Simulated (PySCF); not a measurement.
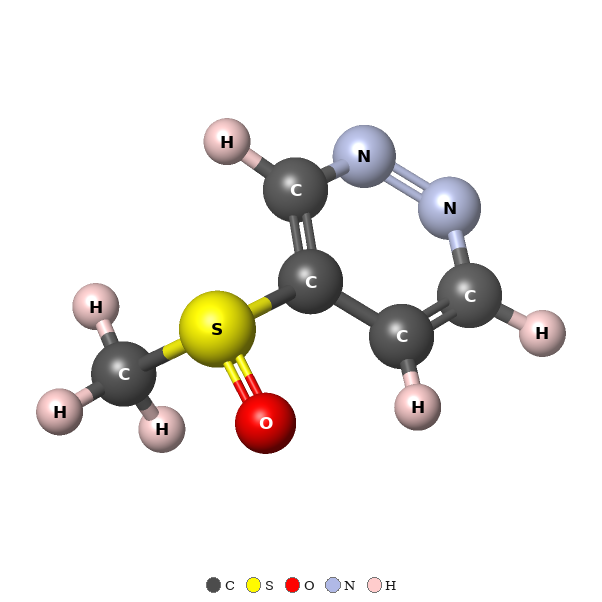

The picture shows a molecular structure as a ball-and-stick model. Multiple sticks mark multiple bonds (one Kekulé form).

Computed geometry: GFN2-xTB optimisation. No frequency run is at hand to confirm it as a minimum.

What does the picture show?

The molecule is C5H6N2OS. Its SMILES string is `C[S@@](=O)c1ccnnc1`. Independent rings (smallest set): 1 of 6 members, 1 of them aromatic. Among its groups: sulfoxide. This geometry has C1 symmetry. Coordination: 1 C tetrahedral; 1 S trigonal pyramidal; 4 C trigonal planar; 2 N bent.

More results for the same structure follow; atom numbers are the same in all pictures, views and colours differ.

Bond orders

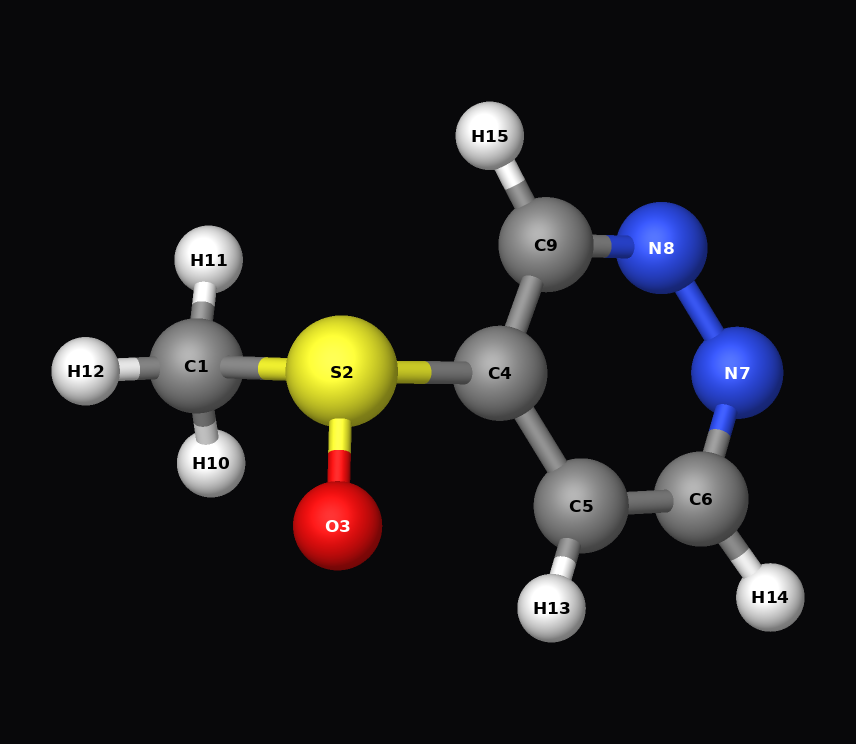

Every bond is drawn as one stick. No frequency run is at hand to confirm it as a minimum. Method: PBE0/pcSseg-1 (PySCF 2.14.0).

List the Mayer bond orders of C1–S2, S2–O3, S2–C4, C4–C5, C4–C9, C5–C6, C6–N7, N7–N8, N8–C9 (bonds between heavy atoms, one of each equivalent set).

```csv
bond,Mayer order,length (Å)
C1–S2,0.88,1.853
S2–O3,1.55,1.460
S2–C4,0.86,1.835
C4–C5,1.44,1.379
C4–C9,1.26,1.393
C5–C6,1.32,1.395
C6–N7,1.50,1.319
N7–N8,1.32,1.297
N8–C9,1.51,1.319
```

Dipole moment

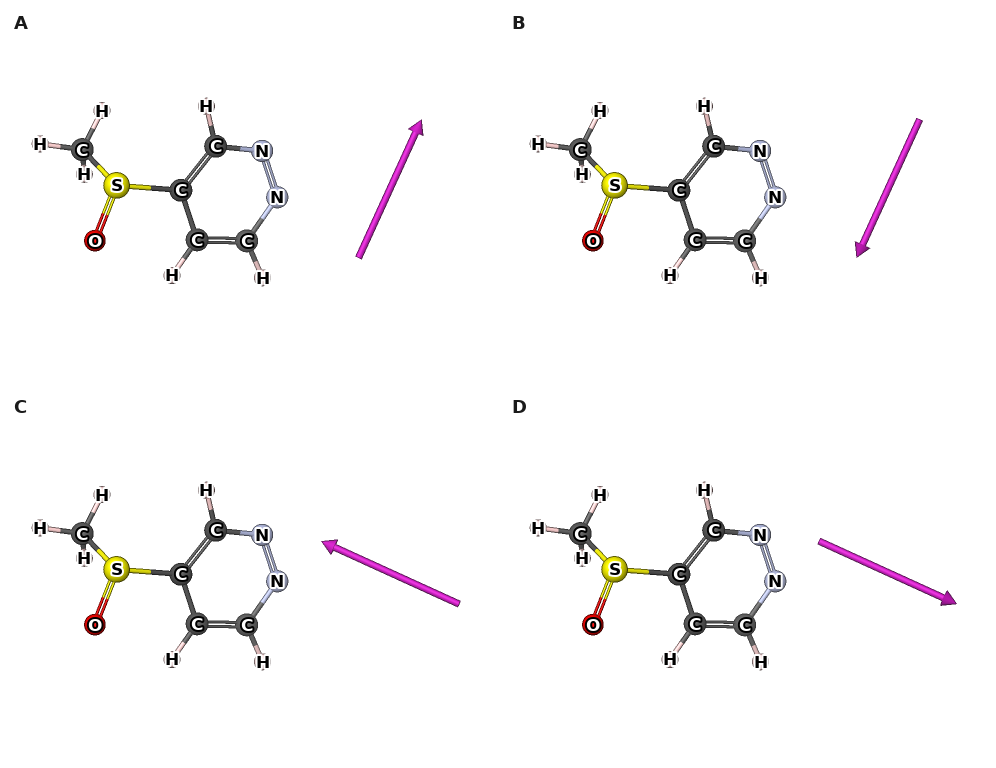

The same molecule four times, each with an arrow. No frequency run is at hand to confirm it as a minimum. Level of theory: PBE0/pcSseg-1, gas phase (PySCF 2.14.0).

Question: Which arrow points along the dipole moment, from the negative to the positive end?

Answer: C. The dipole moment is 2.67 D.

Quadrupole coupling

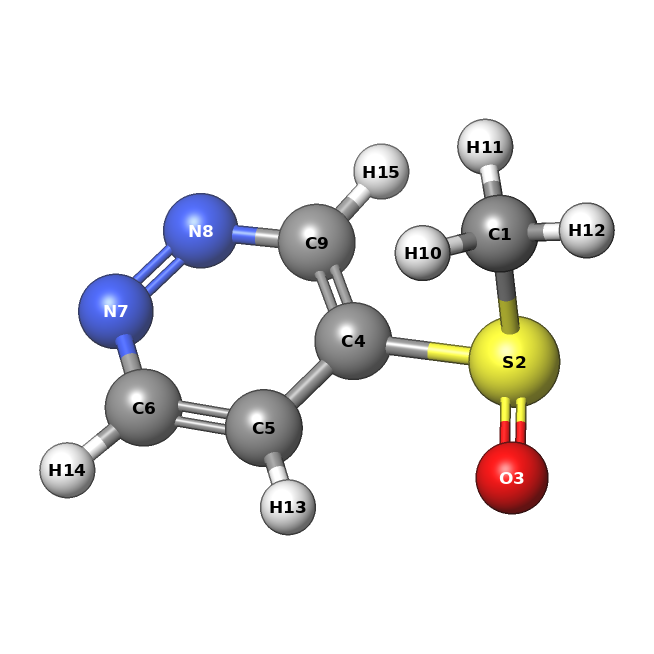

No frequency run is at hand to confirm it as a minimum. Electric field gradients from the ground-state density, PBE0/pcSseg-1 (PySCF 2.14.0), non-relativistic apart from any core potentials.

Give the largest field-gradient component, the quadrupole coupling constant and the asymmetry for 33S at S2 (Q = −67.81 mb), 17O at O3 (Q = −25.6 mb), 14N at N7 (Q = 20.44 mb), 14N at N8 (Q = 20.44 mb), 2H at H10 (Q = 2.86 mb), 2H at H11 (Q = 2.86 mb).

```csv
atom,V_zz (a.u.),e²qQ/h (MHz),η
S2,−2.039,32.5,0.11
O3,1.693,−10.18,0.38
N7,−1.336,−6.42,0.18
N8,−1.311,−6.30,0.18
H10,0.315,0.212,0.03
H11,0.318,0.214,0.05
```
